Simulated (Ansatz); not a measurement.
# NH₃Br (doublet): correlated methods under varied settings at distance N1–H4 along a hydrogen transfer = 1.321 Å

What do other methods and options give for NH₃Br (doublet) at this geometry, and how long do they take?

Program: Ansatz 0.2.0, Gaussian basis. Level of theory: the settings change from run to run. These are calculated values, not measurements.

5 further runs of the same task are left out: 2 for a mislabelled method, 2 that didn't finish, 1 set aside as unsound or not needed.

## Step 1: The geometry

The geometry derives from fragments relaxed apart (PBE0/def2-TZVP) and kept rigid, so it is no stationary point. A hydrogen atom is moved between rigid fragments. No spin-orbit coupling is included. The filled d shell of Br may be among the frozen orbitals whatever the setting's name suggests; the logs give the count.

5 atoms, charge 0, spin multiplicity 2.

Atoms are counted from 1 here; the program's logs count them from 0.

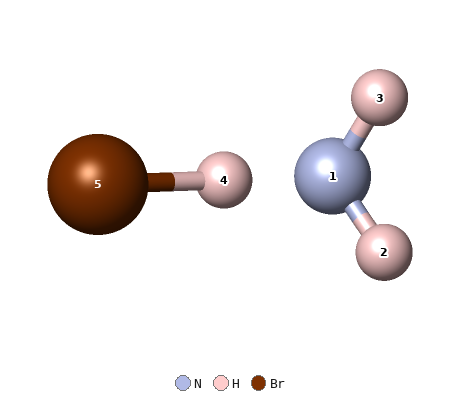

The structure; nitrogen light blue, hydrogen pink, bromine brown; atoms are numbered from 1 in the order of the file.

## Step 2: HF/STO-3G

File in.yaml:

```yaml
crystal:
  periodic: [false, false, false]
  atoms:
    - {symbol: N, position_ang: [-2.357659, -0.005881, -0.009153]}
    - {symbol: H, position_ang: [-2.654938, 0.961952, -0.009152]}
    - {symbol: H, position_ang: [-2.654938, -0.408181, 0.871107]}
    - {symbol: H, position_ang: [-1.036659, -0.005881, -0.009153]}
    - {symbol: Br, position_ang: [0.493341, -0.005880, -0.009153]}
basis:
  gaussian: {orbitals: STO-3G}
magnetization: {spin_polarized: false, initial_magnetization: 1}
hamiltonian: {xc: hf}
accuracy: high
scf: {lower_state_search: off}
output: {orbitals: {seedname: orbitals}}
```

Command:

```sh
$ ansatz run in.yaml --threads 1 --pin off --events-out ev --progress --plain --max-ram 2393MiB
```

The program printed:

```text
Functional definition: HF
  name "HF"
  cite "Fock, Z. Phys. 61, 126 (1930) doi:10.1007/BF01340294"
  parent pbe
  exchange = exact_x
  correlation = 0
these checks for a lower state are left out or cut short: stability, starts, cluster_reference, orbital_swaps, neighbouring_geometries, increment
340 factors; integrals over basis functions are off by at most 3.9e-8 eV
mean field evaluation 1: about -70750.1224 eV, gradient 9.1e0 eV
mean field evaluation 2: about -70750.1842 eV, gradient 9.2e0 eV
mean field evaluation 4: about -70750.8389 eV, gradient 1.8e0 eV
mean field evaluation 8: about -70750.8568 eV, gradient 6.6e-4 eV
mean field -70750.85680269 eV, -2600.0460308459 hartree, gradient 1.2e-8 eV, S^2 0.750000; 0 other end points of the search recorded, 0 dependent functions left out
reference -70750.85680269 eV, -2600.0460308459 hartree; 23, 22 occupied and 3, 4 virtual orbitals, 340 factors
Total energy: -70750.85680269 eV, -2600.0460308459 hartree
Checks for a lower state left out: stability, starts, cluster_reference, orbital_swaps, neighbouring_geometries, increment
```

It took 0.15 s on 1 thread of Arm Neoverse V2, shared host.

## Step 3: MP2 on UHF/cc-pVDZ

Edit in.yaml of step 2 so:

```diff
@@ -9,7 +9,5 @@
 basis:
-  gaussian: {orbitals: STO-3G}
-magnetization: {spin_polarized: false, initial_magnetization: 1}
-hamiltonian: {xc: hf}
-accuracy: high
-scf: {lower_state_search: off}
-output: {orbitals: {seedname: orbitals}}
+  gaussian: {orbitals: cc-pVDZ}
+magnetization: {spin_polarized: true, initial_magnetization: 1}
+correlation: {method: mp2, electrons: outside_noble_gas}
+scf: {lower_state_search: light}
```

The command is unchanged.

The program printed, cut to the lines that bear on the results:

```text
Functional definition: HF
  name "HF"
  cite "Fock, Z. Phys. 61, 126 (1930) doi:10.1007/BF01340294"
  parent pbe
[...]
583 factors; integrals over basis functions are off by at most 1.1e-3 eV
[...]
mean field -71525.73165350 eV, -2628.5221563838 hartree, gradient 3.6e-6 eV, S^2 0.771754; 8 other end points of the search recorded, 0 dependent functions left out
15 core orbitals not correlated: weight in the atoms' cores, before any rotation towards them, 1.000 or more for the frozen orbitals, at most 0.000 for the correlated occupied ones
reference -71525.73165350 eV, -2628.5221563838 hartree; 8, 7 occupied and 33, 34 virtual orbitals, 583 factors
second order -7.75851489 eV of doubles, -0.00000000 eV of singles
Total energy: -71533.49016839 eV, -2628.8072765471 hartree
```

Run time: 2.5 s. Hardware: 1 thread of Arm Neoverse V2, shared host.

From the report: ⟨S²⟩ of the determinant 0.772 (pure doublet: 0.75).

## Step 4: BCCD on ROHF/cc-pVDZ

Edit in.yaml of step 3 so:

```diff
@@ -10,4 +10,4 @@
   gaussian: {orbitals: cc-pVDZ}
-magnetization: {spin_polarized: true, initial_magnetization: 1}
-correlation: {method: mp2, electrons: outside_noble_gas}
-scf: {lower_state_search: light}
+magnetization: {spin_polarized: false, initial_magnetization: 1}
+correlation: {method: bccd, electrons: outside_noble_gas}
+scf: {lower_state_search: off}
```

Same command.

The program printed, cut to the lines that bear on the results:

```text
Functional definition: HF
  name "HF"
  cite "Fock, Z. Phys. 61, 126 (1930) doi:10.1007/BF01340294"
  parent pbe
[...]
583 factors; integrals over basis functions are off by at most 1.1e-3 eV
[...]
mean field -71525.56323230 eV, -2628.5159670190 hartree, gradient 2.7e-6 eV, S^2 0.750000; 0 other end points of the search recorded, 0 dependent functions left out
15 core orbitals not correlated: weight in the atoms' cores, before any rotation towards them, 1.000 or more for the frozen orbitals, at most 0.000 for the correlated occupied ones
reference -71525.56323230 eV, -2628.5159670190 hartree; 8, 7 occupied and 33, 34 virtual orbitals, 583 factors
second order -7.81258391 eV of doubles, -0.09160079 eV of singles
cycle   1  -8.50540528 eV  change   -6.0e-1 eV  update   6.9e-2
[...]
cycle  16  -8.78587929 eV  change    4.8e-6 eV  update   6.6e-6
Total energy: -71534.34911159 eV, -2628.8388421278 hartree
Checks for a lower state left out: stability, starts, cluster_reference, orbital_swaps, neighbouring_geometries, increment
```

Wall time 1.6 s (1 thread of Arm Neoverse V2, shared host).

From the report: correlation -8.7859 eV; largest double amplitude 0.06.

## Step 5: NEVPT2(5,4)/STO-3G

Edit in.yaml of step 4 so:

```diff
@@ -9,5 +9,5 @@
 basis:
-  gaussian: {orbitals: cc-pVDZ}
+  gaussian: {orbitals: STO-3G}
 magnetization: {spin_polarized: false, initial_magnetization: 1}
-correlation: {method: bccd, electrons: outside_noble_gas}
-scf: {lower_state_search: off}
+correlation: {method: sc_nevpt2, electrons: all, active_space: {window: {electrons: 5, orbitals: 4}, states: [{multiplicity: 2, weights: [1, 0.5]}, {multiplicity: 4, weights: [1]}]}}
+output: {forces: true}
```

Same command.

The program printed, cut to the lines that bear on the results:

```text
Functional definition: HF
  name "HF"
  cite "Fock, Z. Phys. 61, 126 (1930) doi:10.1007/BF01340294"
  parent pbe
[...]
326 factors; integrals over basis functions are off by at most 1.2e-7 eV
[...]
mean field -70750.85680256 eV, -2600.0460308409 hartree, gradient 2.6e-6 eV, S^2 0.750000; 4 other end points of the search recorded, 0 dependent functions left out
reference -70750.85680256 eV, -2600.0460308409 hartree; 23, 22 occupied and 3, 4 virtual orbitals, 326 factors
state -70751.34526739 eV, -2600.0639815923 hartree
state -70748.86718186 eV, -2599.9729136286 hartree
state -70751.34526739 eV, -2600.0639815923 hartree; corrected -70752.57173468 eV, -2600.1090534338 hartree
state -70748.86718186 eV, -2599.9729136286 hartree; corrected -70750.23937222 eV, -2600.0233406946 hartree
state -70738.37245069 eV, -2599.5872393717 hartree
[...]
state -70751.34526739 eV, -2600.0639815923 hartree; corrected -70752.57173468 eV, -2600.1090534338 hartree
state -70748.86718186 eV, -2599.9729136286 hartree; corrected -70750.23937222 eV, -2600.0233406946 hartree
state -70738.37245069 eV, -2599.5872393717 hartree; corrected -70739.36375728 eV, -2599.6236692172 hartree
[...]
WARN: the results are in doubt because close orbitals or states may skew the forces
Total energy: -70746.82207123 eV, -2599.8977571993 hartree
Atom 0 at    -2.357659    -0.005881    -0.009153 Å, force    -3.417045    -2.071888    -3.224915 eV/Å
Atom 1 at    -2.654938     0.961952    -0.009152 Å, force    -1.291572     2.770005     0.618823 eV/Å
Atom 2 at    -2.654938    -0.408181     0.871107 Å, force    -1.291571    -0.588582     2.776588 eV/Å
Atom 3 at    -1.036659    -0.005881    -0.009153 Å, force    -2.183511    -0.150560    -0.234347 eV/Å
Atom 4 at     0.493341    -0.005880    -0.009153 Å, force     8.183699     0.041025     0.063850 eV/Å
Dipole moment:    -0.129884     0.163244     0.254092 e Å
In doubt: close orbitals or states may skew the forces
```

Wall time 1.5 s (1 thread of Arm Neoverse V2, shared host).

From the report: 24 determinants; active occupations (of the averaged states) 1.95, 1.40, 1.21, 0.43. The program marks this result as in doubt; its last lines say why.

## Step 6: MP2 on UHF/cc-pVDZ

File in.yaml:

```yaml
crystal:
  periodic: [false, false, false]
  atoms:
    - {symbol: N, position_ang: [-2.357659, -0.005881, -0.009153]}
    - {symbol: H, position_ang: [-2.654938, 0.961952, -0.009152]}
    - {symbol: H, position_ang: [-2.654938, -0.408181, 0.871107]}
    - {symbol: H, position_ang: [-1.036659, -0.005881, -0.009153]}
    - {symbol: Br, position_ang: [0.493341, -0.005880, -0.009153]}
basis:
  gaussian: {orbitals: cc-pVDZ}
magnetization: {spin_polarized: true, initial_magnetization: 1}
correlation: {method: mp2, electrons: valence}
```

The command is unchanged.

The program printed, cut to the lines that bear on the results:

```text
Functional definition: HF
  name "HF"
  cite "Fock, Z. Phys. 61, 126 (1930) doi:10.1007/BF01340294"
  parent pbe
[...]
583 factors; integrals over basis functions are off by at most 1.1e-3 eV
[...]
mean field -71525.73165350 eV, -2628.5221563838 hartree, gradient 3.6e-6 eV, S^2 0.771754; 8 other end points of the search recorded, 0 dependent functions left out
10 core orbitals not correlated: weight in the atoms' cores, before any rotation towards them, 1.000 or more for the frozen orbitals, at most 0.000 for the correlated occupied ones
reference -71525.73165350 eV, -2628.5221563838 hartree; 13, 12 occupied and 33, 34 virtual orbitals, 583 factors
second order -8.13259283 eV of doubles, -0.00000000 eV of singles
Total energy: -71533.86424633 eV, -2628.8210236579 hartree
```

Wall time 2.6 s (1 thread of Arm Neoverse V2, shared host).

From the report: ⟨S²⟩ of the determinant 0.772 (pure doublet: 0.75).

## Step 7: BCCD(T) on ROHF/cc-pVDZ

Edit in.yaml of step 6 so:

```diff
@@ -9,4 +9,4 @@
 basis:
-  gaussian: {orbitals: cc-pVDZ}
-magnetization: {spin_polarized: true, initial_magnetization: 1}
-correlation: {method: mp2, electrons: valence}
+  gaussian: {orbitals: cc-pVDZ, fitting: {mean_field: def2-universal-jkfit}}
+magnetization: {spin_polarized: false, initial_magnetization: 1}
+correlation: {method: bccd_t, electrons: outside_noble_gas}
```

Same command.

The program printed, cut to the lines that bear on the results:

```text
Functional definition: HF
  name "HF"
  cite "Fock, Z. Phys. 61, 126 (1930) doi:10.1007/BF01340294"
  parent pbe
[...]
397 factors; integrals over basis functions are off by at most 1.9e-1 eV
[...]
mean field -71525.56181671 eV, -2628.5159149971 hartree, gradient 2.2e-6 eV, S^2 0.750000; 10 other end points of the search recorded, 0 dependent functions left out
[...]
determinant -71525.56181671 eV, -2628.5159149971 hartree, with singles and doubles -71534.33592444 eV, -2628.8383575088 hartree
determinant -71523.39262177 eV, -2628.4361985531 hartree, with singles and doubles -71532.39504722 eV, -2628.7670315863 hartree
determinant -71523.33920895 eV, -2628.4342356684 hartree, with singles and doubles -71532.30231396 eV, -2628.7636237019 hartree
15 core orbitals not correlated: weight in the atoms' cores, before any rotation towards them, 1.000 or more for the frozen orbitals, at most 0.000 for the correlated occupied ones
reference -71525.56181671 eV, -2628.5159149971 hartree; 8, 7 occupied and 33, 34 virtual orbitals, 397 factors
second order -7.80953602 eV of doubles, -0.09159545 eV of singles
cycle   1  -8.78118915 eV  change   -7.1e-3 eV  update   1.7e-2
[...]
cycle  13  -8.78496261 eV  change    2.9e-6 eV  update   9.1e-6
perturbative correction -0.19938177 eV, -0.0073271448 hartree
Total energy: -71534.54616109 eV, -2628.8460835633 hartree
```

Wall time 7 s (1 thread of Arm Neoverse V2, shared host).

From the report: correlation -8.9843 eV; largest double amplitude 0.06.

## Step 8: CCSD on ROHF/cc-pVDZ

Edit in.yaml of step 7 so:

```diff
@@ -9,4 +9,5 @@
 basis:
-  gaussian: {orbitals: cc-pVDZ, fitting: {mean_field: def2-universal-jkfit}}
+  gaussian: {orbitals: cc-pVDZ}
 magnetization: {spin_polarized: false, initial_magnetization: 1}
-correlation: {method: bccd_t, electrons: outside_noble_gas}
+correlation: {method: ccsd, electrons: outside_noble_gas}
+output: {forces: true}
```

Same command.

The program printed, cut to the lines that bear on the results:

```text
Functional definition: HF
  name "HF"
  cite "Fock, Z. Phys. 61, 126 (1930) doi:10.1007/BF01340294"
  parent pbe
[...]
583 factors; integrals over basis functions are off by at most 1.1e-3 eV
[...]
mean field -71525.56323230 eV, -2628.5159670190 hartree, gradient 2.7e-6 eV, S^2 0.750000; 10 other end points of the search recorded, 0 dependent functions left out
[...]
determinant -71525.56323230 eV, -2628.5159670190 hartree, with singles and doubles -71534.33824216 eV, -2628.8384426833 hartree
determinant -71523.39419566 eV, -2628.4362563927 hartree, with singles and doubles -71532.39759628 eV, -2628.7671252628 hartree
determinant -71523.34077271 eV, -2628.4342931356 hartree, with singles and doubles -71532.30486654 eV, -2628.7637175075 hartree
15 core orbitals not correlated: weight in the atoms' cores, before any rotation towards them, 1.000 or more for the frozen orbitals, at most 0.000 for the correlated occupied ones
reference -71525.56323230 eV, -2628.5159670190 hartree; 8, 7 occupied and 33, 34 virtual orbitals, 583 factors
second order -7.81258391 eV of doubles, -0.09160079 eV of singles
cycle   1  -8.77672928 eV  change   -1.7e-3 eV  update   6.2e-3
[...]
cycle  15  -8.79048247 eV  change    2.6e-7 eV  update   3.3e-7
[...]
Total energy: -71534.35371476 eV, -2628.8390112911 hartree
Atom 0 at    -2.357659    -0.005881    -0.009153 Å, force     0.230992    -0.564669    -0.878914 eV/Å
Atom 1 at    -2.654938     0.961952    -0.009152 Å, force    -0.288625     0.893392     0.210456 eV/Å
Atom 2 at    -2.654938    -0.408181     0.871107 Å, force    -0.288624    -0.179945     0.900034 eV/Å
Atom 3 at    -1.036659    -0.005881    -0.009153 Å, force    -0.651173    -0.309174    -0.481232 eV/Å
Atom 4 at     0.493341    -0.005880    -0.009153 Å, force     0.997430     0.160395     0.249656 eV/Å
Dipole moment:    -0.722779     0.161856     0.251931 e Å
```

Run time: 11 s. Hardware: 1 thread of Arm Neoverse V2, shared host.

From the report: correlation -8.7905 eV; T1 0.041; largest double amplitude 0.06.

## Step 9: MP2 on ROHF/def2-mTZVP

Edit in.yaml of step 8 so:

```diff
@@ -9,5 +9,4 @@
 basis:
-  gaussian: {orbitals: cc-pVDZ}
+  gaussian: {orbitals: def2-mTZVP}
 magnetization: {spin_polarized: false, initial_magnetization: 1}
-correlation: {method: ccsd, electrons: outside_noble_gas}
-output: {forces: true}
+correlation: {method: mp2, electrons: outside_noble_gas}
```

The command is unchanged.

The program printed, cut to the lines that bear on the results:

```text
Functional definition: HF
  name "HF"
  cite "Fock, Z. Phys. 61, 126 (1930) doi:10.1007/BF01340294"
  parent pbe
[...]
583 factors; integrals over basis functions are off by at most 1.0e-3 eV
[...]
mean field -71526.45391844 eV, -2628.5486991309 hartree, gradient 1.0e-6 eV, S^2 0.750000; 9 other end points of the search recorded, 0 dependent functions left out
[...]
15 core orbitals not correlated: weight in the atoms' cores, before any rotation towards them, 1.000 or more for the frozen orbitals, at most 0.000 for the correlated occupied ones
reference -71526.45391844 eV, -2628.5486991309 hartree; 8, 7 occupied and 41, 42 virtual orbitals, 583 factors
second order -7.97710000 eV of doubles, -0.09507114 eV of singles
Total energy: -71534.52608959 eV, -2628.8453459491 hartree
```

Wall time 4.5 s (1 thread of Arm Neoverse V2, shared host).

## Step 10: The runs in one table

Where basis and cores are those of an earlier UCCSDT(Q)/cc-pVDZ run (-71534.5851 eV), and the state is the same kind, the miss against it is given. † marks a result that the program doubts.

```tsv
level	correlated	functions	energy (eV)	from UCCSDT(Q) (meV)	time
HF/STO-3G		26	-70750.8568		0.15 s
MP2 on UHF/cc-pVDZ	outside noble gas	56	-71533.4902	1094.9	2.5 s
BCCD on ROHF/cc-pVDZ	outside noble gas	56	-71534.3491	235.9	1.6 s
NEVPT2(5,4)/STO-3G (mean of several states) †	all	26	-70746.8221		1.5 s
MP2 on UHF/cc-pVDZ	valence	56	-71533.8642		2.6 s
BCCD(T) on ROHF/cc-pVDZ	outside noble gas	56	-71534.5462	38.9	7 s
CCSD on ROHF/cc-pVDZ	outside noble gas	56	-71534.3537	231.3	11 s
MP2 on ROHF/def2-mTZVP	outside noble gas	64	-71534.5261		4.5 s
```

## Step 11: What came out

| quantity | value |
| --- | --- |
| runs | 8 |
| quickest | HF/STO-3G, 0.15 s |
| slowest | CCSD on ROHF/cc-pVDZ, 11 s |

Total energies in different bases, with other cores or another treatment of relativity can't be set against each other. CCSD on ROHF/cc-pVDZ took 70 times as long as HF/STO-3G; the jobs differ in more than the method. Among the correlated runs with a miss given, it spans +39 to +1095 meV.
